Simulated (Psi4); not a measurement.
## Run report: C$_{2}$H$_{3}$F$_{3}$, single-point calculation

- system: C$_{2}$H$_{3}$F$_{3}$, multiplicity 3
- method: MP3/def2-SVP, UHF (Psi4 1.11)

The run did not end well. The geometry is that of the parent species in another charge or spin state. The geometry comes from this level: PBE0-D4/def2-TZVP.

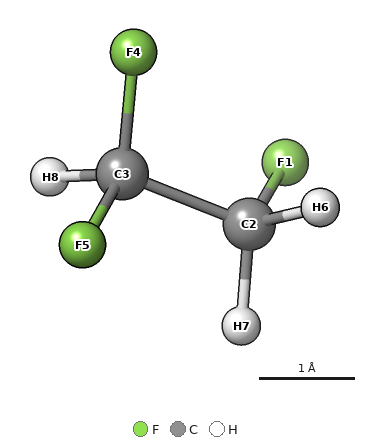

Fig. 1: The structure as given in the input (ball-and-stick view, seen at a tilt; atoms are numbered from 1 in the order of the input).

**Input (run.py)**
```python
import psi4

psi4.set_memory(1600000000)
psi4.set_num_threads(1)
psi4.core.set_output_file('output.dat', False)

molecule = psi4.geometry("""
0 3
F
C 1 1.372036
C 2 1.508762 1 109.25063
F 3 1.351544 2 110.3984 1 -68.26143
F 3 1.356196 4 107.91194 2 118.1217
H 2 1.093394 1 109.39208 3 -119.81013
H 2 1.092964 6 110.13062 1 119.98164
H 3 1.094796 4 108.17325 5 117.74722
symmetry c1
no_reorient
no_com
""")

psi4.set_options({
    'basis': 'def2-SVP',
    'reference': 'uhf',
    'puream': True,
    'e_convergence': 1e-09,
    'd_convergence': 1e-08,
    'scf_type': 'pk',
    'num_frozen_docc': 5,
    'maxiter': 100,
    'mp_type': 'conv',
    'mom_start': 5,
})

energy_value, wavefunction = psi4.energy("mp3", return_wfn=True)
print(f'total energy {energy_value:.8f} hartree = {energy_value * 27.211386:.5f} eV')
```

Machine: 1 thread of AMD EPYC (Zen 3), 64 GiB of memory available, shared host.

Launch command:
```bash
python run.py
```

**Output**
```
=> Loading Basis Set <=

    Name: DEF2-SVP
    Role: ORBITAL
    Keyword: BASIS

         ---------------------------------------------------------
                                   SCF
                              UHF Reference
                        1 Threads,   1525 MiB Core
         ---------------------------------------------------------

  ==> Geometry <==

    Molecular point group: c1
    Full point group: C1

    Geometry (in Angstrom), charge = 0, multiplicity = 3:

       Center              X                  Y                   Z               Mass
    ------------   -----------------  -----------------  -----------------  -----------------
         F            0.225060063341     0.990422809599    -1.607239335360    18.998403162730
         C            0.225060063341     0.990422809599    -0.235203335360    12.000000000000
         C            0.225060063341    -0.433977359430     0.262237044096    12.000000000000
         F           -0.951641144702    -1.033402944105    -0.025398870495    18.998403162730
         F            0.363605154861    -0.412778193034     1.611171232030    18.998403162730
         H           -0.669831512946     1.503142181785     0.127837091193     1.007825032230
         H            1.122549721516     1.500645654612     0.123621506578     1.007825032230
         H            1.030199383302    -1.037836420250    -0.168672681642     1.007825032230

  Running in c1 symmetry.

  Rotational constants: A =      0.30543  B =      0.12178  C =      0.09401 [cm^-1]
  Rotational constants: A =   9156.49161  B =   3650.86560  C =   2818.35777 [MHz]
  Nuclear repulsion =  191.359798377413824

  Charge       = 0
  Multiplicity = 3
  Electrons    = 42
  Nalpha       = 22
  Nbeta        = 20

  ==> Algorithm <==

  SCF Algorithm Type is PK.
  DIIS enabled.
  MOM enabled.
  Fractional occupation disabled.
  Guess Type is SAD.
  Energy threshold   = 1.00e-09
  Density threshold  = 1.00e-08
  Integral threshold = 1.00e-12

  ==> Primary Basis <==

  Basis Set: DEF2-SVP
    Blend: DEF2-SVP
    Number of shells: 39
    Number of basis functions: 85
    Number of Cartesian functions: 90
    Spherical Harmonics?: true
    Max angular momentum: 2

  ==> Integral Setup <==

  Using in-core PK algorithm.
   Calculation information:
      Number of atoms:                   8
      Number of AO shells:              39
      Number of primitives:             75
      Number of atomic orbitals:        90
      Number of basis functions:        85

      Integral cutoff                 1.00e-12
      Number of threads:                 1

  Performing in-core PK
  Using 13362680 doubles for integral storage.
  We computed 283368 shell quartets total.
  Whereas there are 304590 unique shell quartets.

  ==> DiskJK: Disk-Based J/K Matrices <==

    J tasked:                  Yes
    K tasked:                  Yes
    wK tasked:                  No
    Memory [MiB]:             1144
    Schwarz Cutoff:          1E-12

  Minimum eigenvalue in the overlap matrix is 3.7429303346E-03.
  Reciprocal condition number of the overlap matrix is 7.2725857001E-04.
    Using symmetric orthogonalization.

  ==> Pre-Iterations <==

  SCF Guess: Superposition of Atomic Densities via on-the-fly atomic UHF (no occupation information).

   -------------------------
    Irrep   Nso     Nmo
   -------------------------
     A         85      85
   -------------------------
    Total      85      85
   -------------------------

  ==> Iterations <==

                        Total Energy        Delta E     RMS |[F,P]|

   @UHF iter SAD:  -374.80272474003942   -3.74803e+02   0.00000e+00
   @UHF iter   1:  -374.96941229334504   -1.66688e-01   5.29650e-03 ADIIS/DIIS
   @UHF iter   2:  -375.04175638469610   -7.23441e-02   3.44870e-03 ADIIS/DIIS
   @UHF iter   3:  -375.07374504153546   -3.19887e-02   7.40590e-04 ADIIS/DIIS
   @UHF iter   4:  -375.07856262143810   -4.81758e-03   3.58315e-04 ADIIS/DIIS
   @UHF iter   5:  -375.08042529811007   -1.86268e-03   2.35832e-04 ADIIS/DIIS/MOM
   @UHF iter   6:  -375.08198686211347   -1.56156e-03   1.56047e-04 ADIIS/DIIS/MOM
   @UHF iter   7:  -375.08291760229599   -9.30740e-04   9.95371e-05 DIIS/MOM
   @UHF iter   8:  -375.08323011538073   -3.12513e-04   7.18603e-05 DIIS/MOM
   @UHF iter   9:  -375.08350439733329   -2.74282e-04   5.37528e-05 DIIS/MOM
[... 81 lines of further cycles ...]
   @UHF iter  91:  -374.77639268245355   -2.07336e-02   2.68695e-03 ADIIS/DIIS/MOM
   @UHF iter  92:  -374.31432805722591    4.62065e-01   3.16368e-03 ADIIS/DIIS/MOM
   @UHF iter  93:  -374.15103638330368    1.63292e-01   4.38625e-03 ADIIS/DIIS/MOM
   @UHF iter  94:  -374.10726354147772    4.37728e-02   5.65680e-03 ADIIS/DIIS/MOM
   @UHF iter  95:  -374.22404385829992   -1.16780e-01   5.04978e-03 ADIIS/DIIS/MOM
   @UHF iter  96:  -374.19147472821800    3.25691e-02   4.77122e-03 ADIIS/DIIS/MOM
   @UHF iter  97:  -374.41332614227304   -2.21851e-01   3.49957e-03 ADIIS/DIIS/MOM
   @UHF iter  98:  -374.20129553947407    2.12031e-01   5.49046e-03 ADIIS/DIIS/MOM
   @UHF iter  99:  -374.91014284548692   -7.08847e-01   2.47757e-03 ADIIS/DIIS/MOM
   @UHF iter 100:  -373.26938579523136    1.64076e+00   7.52447e-03 ADIIS/DIIS/MOM

PsiException: Could not converge SCF iterations in 100 iterations.

  Failed to converge.
```

**Standard output**
```
Traceback (most recent call last):
  [frames left out]
psi4.driver.p4util.exceptions.SCFConvergenceError: Could not converge SCF iterations in 100 iterations.
```

**What the run reported**

| quantity | value |
| --- | --- |
| outcome | not converged |
| wall time | 6.6 s |
| peak memory | 0.28 GiB |

The run did not converge: “psi4.driver.p4util.exceptions.SCFConvergenceError: Could not converge SCF iterations in 100 iterations.” Its last values are not results. The record of the run, not the program, notes: occupations held by overlap or a lasting level shift; may not be the lowest state.
